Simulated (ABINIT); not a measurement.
## Quasiparticle gap of ZnWO4 (P2/c) in ABINIT

Wanted: ground state, empty states, screening and self-energy for ZnWO4 (P2/c).

Program: ABINIT 10.8.3. Level of theory: PBEsol and many-body steps on it, plane waves. Results are calculated unless marked as measured.

**The experiments to reproduce.**

- Gap 3.9 eV: direct gap from absorption edge with Urbach fit (lower value of the range); optical absorption; 300 K; bulk crystal (thin cleaved platelet of Czochralski crystal, 10-30 um thick) (“Optical absorption of divalent metal tungstates: Correlation between the band-gap energy and the cation ionic radius”, 2008, arxiv:0807.2115).

### 1. The starting structure

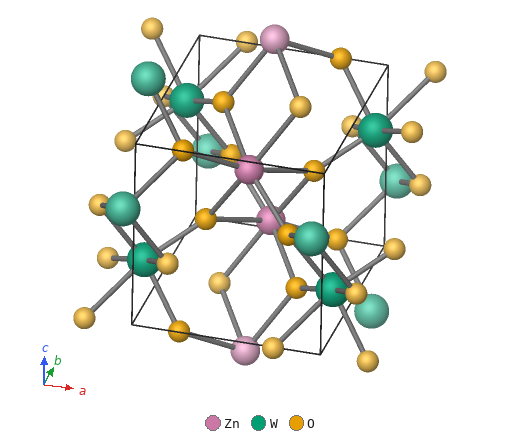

The starting structure, seen slightly off an axis (zinc pink, tungsten teal, oxygen orange). Some periodic images of atoms are drawn too.

The cell and positions come from the Crystallography Open Database and are kept as given unless a step says otherwise.

### 2. Ground state

This step: ABINIT 10.8.3; DFT, PBEsol with spin-orbit coupling, plane waves, norm-conserving pseudopotentials.

The ground-state density comes first.

run.abi

```
acell 3*1.0 Angstrom
rprim 
  4.698600000000 0.000000000000 0.000000000000
  0.000000000000 5.729300000000 0.000000000000
  -0.052988409000 0.000000000000 4.936415614400
ntypat 3
znucl 30 74 8
natom 12
typat 1 1 2 2 3 3 3 3 3 3 3 3
xred 
  0.500000000000 0.684000000000 0.250000000000
  0.500000000000 0.316000000000 0.750000000000
  0.000000000000 0.182580000000 0.250000000000
  0.000000000000 0.817420000000 0.750000000000
  0.216900000000 0.105100000000 0.936300000000
  0.783100000000 0.105100000000 0.563700000000
  0.783100000000 0.894900000000 0.063700000000
  0.216900000000 0.894900000000 0.436300000000
  0.256500000000 0.377700000000 0.399600000000
  0.743500000000 0.377700000000 0.100400000000
  0.743500000000 0.622300000000 0.600400000000
  0.256500000000 0.622300000000 0.899600000000
pp_dirpath "pseudos"
pseudos "Zn.upf, W.upf, O.upf"
ecut 38
nspinor 2
ngkpt 4 4 4
nshiftk 1
shiftk 0 0 0
kptopt 1
chksymbreak 0
nband 136
occopt 1
tolvrs 1e-08
nstep 60
prtwf 0
optforces 0
optstress 0
indata_prefix "in"
outdata_prefix "out"
tmpdata_prefix "tmp"
```

On the command line:

```console
$ OMP_NUM_THREADS=1 mpirun -n 16 abinit run.abi > log
```

Numbers of over 12 decimals in the logs are rounded to 6 here.

Output:

```text
.Version 10.8.3 of ABINIT. v10.8.2 released Aug 2026.

 Symmetries : space group P2/c (# 13); Bravais mP (primitive monocl.)
================================================================================
 Values of the parameters that define the memory need of the present run
     intxc =       0    ionmov =       0      iscf =       7    lmnmax =      25
     lnmax =      25     mgfft =      64  mpssoang =       7    mqgrid =    3005
     natom =      12  nloc_mem =       1    nspden =       1   nspinor =       2
    nsppol =       1      nsym =       4    n1xccc =    2501    ntypat =       3
    occopt =       1   xclevel =       2
-    mband =         136        mffmem =           1         mkmem =           2
       mpw =       10072          nfft =      172800          nkpt =          30
================================================================================
  Rough estimation (10% accuracy) of disk space for files :
================================================================================

--------------------------------------------------------------------------------
------------- Echo of variables that govern the present computation ------------
--------------------------------------------------------------------------------
 -outvars: echo values of preprocessed input variables --------
            acell      1.8897261259E+00  1.8897261259E+00  1.8897261259E+00 Bohr

      chksymbreak           0
             ecut      3.80000000E+01 Hartree
-          fftalg         312

              ixc     -116133
              kpt      0.00000000E+00  0.00000000E+00  0.00000000E+00
                       2.50000000E-01  0.00000000E+00  0.00000000E+00
                       5.00000000E-01  0.00000000E+00  0.00000000E+00
                       0.00000000E+00  2.50000000E-01  0.00000000E+00
                       2.50000000E-01  2.50000000E-01  0.00000000E+00
                       5.00000000E-01  2.50000000E-01  0.00000000E+00
                       0.00000000E+00  5.00000000E-01  0.00000000E+00
                       2.50000000E-01  5.00000000E-01  0.00000000E+00
                       5.00000000E-01  5.00000000E-01  0.00000000E+00
   [... 19 further rows ...]
                       2.50000000E-01  5.00000000E-01  5.00000000E-01
                       5.00000000E-01  5.00000000E-01  5.00000000E-01
         kptrlatt        4    0    0      0    4    0      0    0    4
          kptrlen      3.55162687E+01
P           mkmem           2
            natom          12
            nband         136
            ngfft          50      64      54
             nkpt          30
          nspinor           2
            nstep          60
             nsym           4
           ntypat           3
              occ      1.000000  1.000000  1.000000  1.000000  1.000000  1.000000
                       1.000000  1.000000  1.000000  1.000000  1.000000  1.000000
                       1.000000  1.000000  1.000000  1.000000  1.000000  1.000000
                       1.000000  1.000000  1.000000  1.000000  1.000000  1.000000
                       1.000000  1.000000  1.000000  1.000000  1.000000  1.000000
                       1.000000  1.000000  1.000000  1.000000  1.000000  1.000000
                       1.000000  1.000000  1.000000  1.000000  1.000000  1.000000
                       1.000000  1.000000  1.000000  1.000000  1.000000  1.000000
                       1.000000  1.000000  1.000000  1.000000  1.000000  1.000000
   [... 12 further rows ...]
                       0.000000  0.000000  0.000000  0.000000  0.000000  0.000000
                       0.000000  0.000000  0.000000  0.000000
        optforces           0
        optstress           0
            prtwf           0
            rprim      4.6986000000E+00  0.0000000000E+00  0.0000000000E+00
[...]
spgroup          13

           tolvrs      1.00000000E-08

             xred      5.0000000000E-01  6.8400000000E-01  2.5000000000E-01
[...]
znucl       30.00000   74.00000    8.00000

================================================================================

 chkinp: Checking input parameters for consistency.

================================================================================
== DATASET  1 ==================================================================
-   mpi_nproc: 16, omp_nthreads: 1 (-1 if OMP is not activated)

--- !DatasetInfo
iteration_state: {dtset: 1, }
dimensions: {natom: 12, nkpt: 30, mband: 136, nsppol: 1, nspinor: 2, nspden: 1, mpw: 10072, }
cutoff_energies: {ecut:  38.0, pawecutdg:  -1.0, }
electrons: {nelect:   1.16000000E+02, charge:   0.00000000E+00, occopt:   1.00000000E+00, tsmear:   1.00000000E-02, }

 Real(R)+Recip(G) space primitive vectors, cartesian coordinates (Bohr,Bohr^-1):
 R(1)=  8.8790672  0.0000000  0.0000000  G(1)=  0.1126244  0.0000000  0.0012089
 R(2)=  0.0000000 10.8268079  0.0000000  G(2)=  0.0000000  0.0923633  0.0000000
 R(3)= -0.1001336  0.0000000  9.3284736  G(3)=  0.0000000  0.0000000  0.1071987
 Unit cell volume ucvol=  8.9676440E+02 bohr^3
 Angles (23,13,12)=  9.00000000E+01  9.06150000E+01  9.00000000E+01 degrees

 getcut: wavevector=  0.0000  0.0000  0.0000  ngfft=  50  64  54
         ecut(hartree)=     38.000   => boxcut(ratio)=   2.02941

[...]
ETOT  7  -701.60010639248    -8.846E-02 7.626E-02 2.072E+03
 ETOT  8  -701.67568732266    -7.558E-02 2.012E-02 1.462E+03
 ETOT  9  -701.80302474169    -1.273E-01 7.433E-02 3.122E+02
 ETOT 10  -701.83879141882    -3.577E-02 1.566E-02 6.080E-01
[...]
ETOT 14  -701.83912713314    -7.712E-08 1.041E-02 2.511E-05
 ETOT 15  -701.83912713645    -3.315E-09 1.670E-02 2.398E-06
 ETOT 16  -701.83912713688    -4.227E-10 2.014E-02 9.533E-08
 ETOT 17  -701.83912713689    -9.095E-12 1.602E-02 9.097E-08
 ETOT 18  -701.83912713690    -1.467E-11 1.045E-02 1.622E-09

 At SCF step   18       vres2   =  1.62E-09 < tolvrs=  1.00E-08 =>converged.

--- !ResultsGS
iteration_state: {dtset: 1, }
comment   : Summary of ground state results
lattice_vectors:
- [  8.8790672,   0.0000000,   0.0000000, ]
- [  0.0000000,  10.8268079,   0.0000000, ]
- [ -0.1001336,   0.0000000,   9.3284736, ]
lattice_lengths: [   8.87907,   10.82681,    9.32901, ]
lattice_angles: [ 90.000,  90.615,  90.000, ] # degrees, (23, 13, 12)
lattice_volume:   8.9676440E+02
convergence: {deltae: -1.467E-11, res2:  1.622E-09, residm:  1.045E-02, diffor:  0.000E+00, }
etotal    :  -7.01839127E+02
entropy   :   0.00000000E+00
fermie    :   2.02568949E-01
cartesian_stress_tensor: null
pressure_GPa: null
xred      :
- [  5.0000E-01,   6.8400E-01,   2.5000E-01, Zn]
- [  5.0000E-01,   3.1600E-01,   7.5000E-01, Zn]
- [ -9.5522E-21,   1.8258E-01,   2.5000E-01,  W]
- [ -2.8657E-20,   8.1742E-01,   7.5000E-01,  W]
- [  2.1690E-01,   1.0510E-01,   9.3630E-01,  O]
- [  7.8310E-01,   1.0510E-01,   5.6370E-01,  O]
- [  7.8310E-01,   8.9490E-01,   6.3700E-02,  O]
- [  2.1690E-01,   8.9490E-01,   4.3630E-01,  O]
- [  2.5650E-01,   3.7770E-01,   3.9960E-01,  O]
- [  7.4350E-01,   3.7770E-01,   1.0040E-01,  O]
- [  7.4350E-01,   6.2230E-01,   6.0040E-01,  O]
- [  2.5650E-01,   6.2230E-01,   8.9960E-01,  O]
cartesian_forces: null
force_length_stats: {min: null, max: null, mean: null, }

 Integrated electronic density in atomic spheres:
 ------------------------------------------------
 Atom  Sphere_radius  Integrated_density
[...]
================================================================================

 ----iterations are completed or convergence reached----

 Mean square residual over all n,k,spin=   76.949E-07; max=  10.451E-03
 reduced coordinates (array xred) for   12 atoms
[...]
0.216900000000      0.894900000000      0.436300000000
       0.256500000000      0.377700000000      0.399600000000
       0.743500000000      0.377700000000      0.100400000000
       0.743500000000      0.622300000000      0.600400000000
       0.256500000000      0.622300000000      0.899600000000
 rms dE/dt=  0.0000E+00; max dE/dt=  0.0000E+00; dE/dt below (all hartree)
    1       0.000000000000      0.000000000000      0.000000000000
    2       0.000000000000      0.000000000000      0.000000000000
    3       0.000000000000      0.000000000000      0.000000000000
    4       0.000000000000      0.000000000000      0.000000000000
    5       0.000000000000      0.000000000000      0.000000000000
    6       0.000000000000      0.000000000000      0.000000000000
    7       0.000000000000      0.000000000000      0.000000000000
    8       0.000000000000      0.000000000000      0.000000000000
[...]
cartesian coordinates (angstrom) at end:
[...]
8      0.996007     5.127151     2.153758
    9      1.184017     2.163957     1.972592
   10      3.488089     2.163957     0.495616
   11      3.461595     3.565343     2.963824
   12      1.157523     3.565343     4.440799
 length scales=  1.889726125908  1.889726125908  1.889726125908 bohr
              =  1.000000000000  1.000000000000  1.000000000000 angstroms
 prteigrs : about to open file out_EIG
 Fermi (or HOMO) energy (hartree) =   0.20257   Average Vxc (hartree)=  -0.43642
 Eigenvalues (hartree) for nkpt=  30  k points:
 kpt#   1, nband=136, wtk=  0.01563, kpt=  0.0000  0.0000  0.0000 (reduced coord)
  -4.30510   -4.30510   -4.30510   -4.30510   -2.70300   -2.70300   -2.70299   -2.70299
  -2.59055   -2.59055   -2.59053   -2.59053   -2.59021   -2.59021   -2.59020   -2.59020
  -2.51340   -2.51340   -2.51312   -2.51312   -1.46583   -1.46583   -1.46459   -1.46459
  -1.11258   -1.11258   -1.10933   -1.10933   -1.10912   -1.10912   -1.10580   -1.10580
  -0.46626   -0.46626   -0.41810   -0.41810   -0.41521   -0.41521   -0.40762   -0.40762
  -0.40510   -0.40510   -0.40129   -0.40129   -0.39109   -0.39109   -0.38628   -0.38628
  -0.02709   -0.02709   -0.01819   -0.01819   -0.00849   -0.00849    0.00007    0.00007
   0.00851    0.00851    0.01600    0.01600    0.01857    0.01857    0.02205    0.02205
   0.03013    0.03013    0.04516    0.04516    0.04901    0.04901    0.05355    0.05355
   0.05374    0.05374    0.06015    0.06015    0.06639    0.06639    0.06974    0.06974
   0.07189    0.07189    0.07657    0.07657    0.09601    0.09601    0.09742    0.09742
   0.10165    0.10165    0.12143    0.12143    0.12219    0.12219    0.12746    0.12746
   0.13393    0.13393    0.13871    0.13871    0.14946    0.14946    0.15925    0.15925
   0.16517    0.16517    0.17415    0.17415    0.17723    0.17723    0.18964    0.18964
   0.19246    0.19246    0.19308    0.19308    0.32531    0.32531    0.33894    0.33894
   0.34345    0.34345    0.35196    0.35196    0.36828    0.36828    0.38582    0.38582
   0.40306    0.40306    0.46520    0.46520    0.50467    0.50595    0.51210    0.51394
 prteigrs : prtvol=0 or 1, do not print more k-points.

--- !EnergyTerms
iteration_state     : {dtset: 1, }
comment             : Components of total free energy in Hartree
kinetic             :  3.13701375618119E+02
hartree             :  2.22141493670102E+02
xc                  : -1.10374579093736E+02
Ewald energy        : -4.21496732411848E+02
psp_core            :  1.62976790433927E+01
local_psp           : -6.30378621669082E+02
non_local_psp       : -9.17297422938484E+01
total_energy        : -7.01839127136901E+02
total_energy_eV     : -1.90980155710644E+04
band_energy         : -7.42773058662918E+01

== END DATASET(S) ==============================================================
================================================================================

 -outvars: echo values of variables after computation  --------
           etotal     -7.0183912714E+02
            nband         136
             nkpt          30
          spgroup          13
 [... the other variables as echoed above ...]

 Calculation completed.
```

Elapsed: 18 min, on 16 MPI ranks of Arm Neoverse V1, shared host; peak memory 3.1 GiB; 4.9 h of CPU time.

This step gave:

```yaml
total_energy: -19098.0156 eV
gap: 2.914 eV
k_of_the_valence_top: 0, 0.25, 0.25
k_of_the_conduction_bottom: 0, 0.5, 0
least_direct_gap: 2.922 eV
```

The gap is indirect, with the least direct gap 0.008 eV higher.

(Continued in part 2 of 3.)

[Paths, hosts, dates, memory and timing lines, banners, echoed tables and standing remarks are left out of the program output.]

[Logs are printed without paths, hosts, clocks, repeated set-up lines and the standing remarks that a program may print on its own settings, such as how far it seeks lower states.]

[Runs of the session that timed out or met a known fault of the program may be left out.]

[Hosts, paths, dates, database ids (printed as entryN), source tags and the programs' standing remarks are cut or masked in the printed files.]

[G0W0 gaps are taken among the corrected bands and points alone; a level outside them can change the order at an edge.]

[Where Ansatz stands beside ABINIT at settings called matched, ABINIT's density can come from a denser mesh and the files from another edition; pairs whose starting gaps differed by over 0.03 eV were left out, so agreement reads better than it is.]
